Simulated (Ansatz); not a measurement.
# SiOF3 radical: basis-set convergence

How large a basis does SiOF3 radical need? Two functionals are run in growing sets.

Computed with Ansatz 0.2.0, Gaussian basis. Level: one geometry, several basis sets.

Plan: PBE0-D4/def2-SVP; ωB97M-V/def2-SVP; PBE0-D4/def2-QZVPP; ωB97M-V/def2-QZVPP; the functionals' def2-TZVPP values are taken from earlier runs.

## (1) Structure used throughout

An earlier PBE0-D4 in a triple-zeta def2 set relaxation fixed the geometry.

5 atoms, charge 0, spin multiplicity 2.

Atoms are counted from 1 here; the program's logs count them from 0.

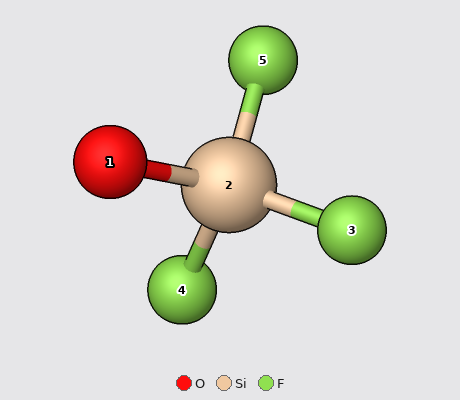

The geometry (oxygen red, silicon light orange, fluorine green); atoms are numbered from 1 in the order of the file.

## (2) PBE0-D4 in def2-SVP

Contents of in.yaml:

```yaml
crystal:
  periodic: [false, false, false]
  atoms:
    - {symbol: O, position_ang: [1.086960, 1.214228, -0.016213]}
    - {symbol: Si, position_ang: [-0.007537, -0.020201, -0.003186]}
    - {symbol: F, position_ang: [-1.326124, 0.366238, -0.752381]}
    - {symbol: F, position_ang: [0.697250, -1.214273, -0.727618]}
    - {symbol: F, position_ang: [-0.400548, -0.419592, 1.457998]}
basis:
  gaussian: {orbitals: def2-SVP}
magnetization: {spin_polarized: true, initial_magnetization: 1}
hamiltonian: {xc: pbe0, dispersion: d4}
output: {orbitals: {seedname: orbitals}}
```

The run is started by

```console
$ ansatz run in.yaml --threads 4 --pin off --events-out ev --progress --plain --max-ram 10444MiB
```

What it wrote:

```text
Functional definition: PBE0
  name "PBE0"
  cite "Adamo & Barone, J. Chem. Phys. 110, 6158 (1999) doi:10.1063/1.478522"
  cite "Perdew, Burke & Ernzerhof, Phys. Rev. Lett. 77, 3865 (1996) doi:10.1103/PhysRevLett.77.3865"
  parent pbe
  parameter a = 0.25
  parameter kappa = 0.804
  parameter beta = 0.06672455060314922
  exchange = (1 - a)*pbe_x(kappa = kappa, mu = beta*pi^2/3) + a*exact_x
  correlation = pbe_c(beta = beta)
676 factors; integrals over basis functions are off by at most 6.0e-4 eV
mean field evaluation 1: about -18051.2857 eV, gradient 3.4e1 eV
mean field evaluation 2: about -18049.1182 eV, gradient 4.4e1 eV
mean field evaluation 4: about -18054.8903 eV, gradient 1.3e0 eV
mean field evaluation 8: about -18054.9273 eV, gradient 4.8e-2 eV
mean field evaluation 16: about -18054.9273 eV, gradient 2.6e-4 eV
mean field evaluation 32: about -18054.8983 eV, gradient 8.9e-2 eV
mean field -18054.92727416 eV, -663.5063392561 hartree, gradient 9.7e-6 eV, S^2 0.752134; 2 other end points of the search recorded, 0 dependent functions left out
reference -18054.92729089 eV, -663.5063398708 hartree; 25, 24 occupied and 49, 50 virtual orbitals, 676 factors
Total energy: -18055.00415028 eV, -663.5091644014 hartree
```

Run time: 2.2 s. Hardware: 4 threads of Arm Neoverse V2, shared host.

## (3) ωB97M-V in def2-SVP

Changes to in.yaml since step 2:

```diff
@@ -11,3 +11,3 @@
 magnetization: {spin_polarized: true, initial_magnetization: 1}
-hamiltonian: {xc: pbe0, dispersion: d4}
+hamiltonian: {xc: {name: wB97M-V}}
 output: {orbitals: {seedname: orbitals}}
```

Same command.

What it wrote, cut to the lines that bear on the results:

```text
Functional definition: wB97M-V
  name "wB97M-V"
  cite "Mardirossian & Head-Gordon, J. Chem. Phys. 144, 214110 (2016) doi:10.1063/1.4952647"
  cite "Becke, J. Chem. Phys. 107, 8554 (1997) doi:10.1063/1.475007"
  cite "Vydrov & Van Voorhis, J. Chem. Phys. 133, 244103 (2010) doi:10.1063/1.3521275"
  # Of w^i u^j: cxij and so on, Table III.
[...]
  gx(w, u) = 1 - cx + cx01*u + cx10*w
  gss(w, u) = css00 + css04*u^4 + css10*w + css20*w^2 + css43*w^4*u^3
  gos(w, u) = cos00 + cos10*w + (cos20 + cos21*u)*w^2 + (cos60 + cos61*u)*w^6
[...]
      + integral(e_c_pw_mod_opposite_spin*gos(b97_w_opposite, b97_u_opposite)) + vv10(b, c)
676 factors; integrals over basis functions are off by at most 6.0e-4 eV
159 factors; integrals over basis functions are off by at most 2.0e-6 eV
[...]
mean field -18065.27093186 eV, -663.8864616653 hartree, gradient 9.2e-6 eV, S^2 0.752113; 2 other end points of the search recorded, 0 dependent functions left out
reference -18065.27095846 eV, -663.8864626430 hartree; 25, 24 occupied and 49, 50 virtual orbitals, 676 factors
Total energy: -18065.27095846 eV, -663.8864626430 hartree
```

Run time: 9 s. Hardware: 4 threads of Arm Neoverse V2, shared host; peak memory 0.33 GiB.

## (4) PBE0-D4 in def2-QZVPP

Changes to in.yaml since step 3:

```diff
@@ -9,5 +9,5 @@
 basis:
-  gaussian: {orbitals: def2-SVP}
+  gaussian: {orbitals: "def2-QZVPP.json"}
 magnetization: {spin_polarized: true, initial_magnetization: 1}
-hamiltonian: {xc: {name: wB97M-V}}
+hamiltonian: {xc: pbe0, dispersion: d4}
 output: {orbitals: {seedname: orbitals}}
```

Launched as before.

What it wrote:

```text
Functional definition: PBE0
  name "PBE0"
  cite "Adamo & Barone, J. Chem. Phys. 110, 6158 (1999) doi:10.1063/1.478522"
  cite "Perdew, Burke & Ernzerhof, Phys. Rev. Lett. 77, 3865 (1996) doi:10.1103/PhysRevLett.77.3865"
  parent pbe
  parameter a = 0.25
  parameter kappa = 0.804
  parameter beta = 0.06672455060314922
  exchange = (1 - a)*pbe_x(kappa = kappa, mu = beta*pi^2/3) + a*exact_x
  correlation = pbe_c(beta = beta)
1112 factors; their error is unknown
mean field evaluation 1: about -18068.0977 eV, gradient 3.9e1 eV
mean field evaluation 2: about -18064.9737 eV, gradient 5.3e1 eV
mean field evaluation 4: about -18072.1111 eV, gradient 1.8e0 eV
mean field evaluation 8: about -18072.1318 eV, gradient 3.2e-2 eV
mean field evaluation 16: about -18072.1319 eV, gradient 3.2e-4 eV
mean field evaluation 32: about -18071.9916 eV, gradient 6.4e0 eV
mean field -18072.13185168 eV, -664.1385958183 hartree, gradient 4.5e-6 eV, S^2 0.752783; 2 other end points of the search recorded, 0 dependent functions left out
reference -18072.13187637 eV, -664.1385967257 hartree; 25, 24 occupied and 273, 274 virtual orbitals, 1112 factors
Total energy: -18072.20873576 eV, -664.1414212563 hartree
```

It took 17 s on 4 threads of Arm Neoverse V2, shared host; peak memory 1.3 GiB.

## (5) ωB97M-V in def2-QZVPP

Changes to in.yaml since step 4:

```diff
@@ -11,3 +11,3 @@
 magnetization: {spin_polarized: true, initial_magnetization: 1}
-hamiltonian: {xc: pbe0, dispersion: d4}
+hamiltonian: {xc: {name: wB97M-V}}
 output: {orbitals: {seedname: orbitals}}
```

Same command.

What it wrote, cut to the lines that bear on the results:

```text
Functional definition: wB97M-V
  name "wB97M-V"
  cite "Mardirossian & Head-Gordon, J. Chem. Phys. 144, 214110 (2016) doi:10.1063/1.4952647"
  cite "Becke, J. Chem. Phys. 107, 8554 (1997) doi:10.1063/1.475007"
  cite "Vydrov & Van Voorhis, J. Chem. Phys. 133, 244103 (2010) doi:10.1063/1.3521275"
  # Of w^i u^j: cxij and so on, Table III.
[...]
  gx(w, u) = 1 - cx + cx01*u + cx10*w
  gss(w, u) = css00 + css04*u^4 + css10*w + css20*w^2 + css43*w^4*u^3
  gos(w, u) = cos00 + cos10*w + (cos20 + cos21*u)*w^2 + (cos60 + cos61*u)*w^6
[...]
      + integral(e_c_pw_mod_opposite_spin*gos(b97_w_opposite, b97_u_opposite)) + vv10(b, c)
1092 factors; their error is unknown
186 factors; integrals over basis functions are off by at most 5.2e-6 eV
[...]
mean field -18082.62845817 eV, -664.5243389918 hartree, gradient 1.6e-6 eV, S^2 0.752560; 2 other end points of the search recorded, 0 dependent functions left out
reference -18082.62849955 eV, -664.5243405126 hartree; 25, 24 occupied and 273, 274 virtual orbitals, 1092 factors
Total energy: -18082.62849955 eV, -664.5243405126 hartree
```

It took 47 s on 4 threads of Arm Neoverse V2, shared host; peak memory 1.6 GiB.

## (6) Functionals by basis

The def2-TZVPP values come from earlier runs at the same geometry.

```tsv
functional	basis	functions	energy (eV)	from the largest (eV)	HOMO (eV)	LUMO (eV)
PBE0-D4	def2-SVP	74	-18055.0042	17.205	-10.36	-5.78
PBE0-D4	def2-TZVPP	166	-18071.3433	0.865	-10.56	-5.93
PBE0-D4	def2-QZVPP	298	-18072.2087	0.000	-10.61	-5.97
ωB97M-V	def2-SVP	74	-18065.2710	17.358	-12.82	-3.40
ωB97M-V	def2-TZVPP	166	-18081.8235	0.805	-13.05	-3.65
ωB97M-V	def2-QZVPP	298	-18082.6285	0.000	-13.11	-3.70
```

## (7) Summary of results

```
                                       quantity           value
PBE0-D4: double and triple zeta above quadruple  17.20, 0.87 eV
ωB97M-V: double and triple zeta above quadruple  17.36, 0.81 eV
```

What this shows: PBE0-D4 gains 16.34 eV from double to triple zeta, then 0.87 eV more. Total energies overstate the basis error of differences, where much of it tends to cancel.

For PBE0-D4 the largest set took about 8 times as long as the smallest (17 s against 2.2 s).
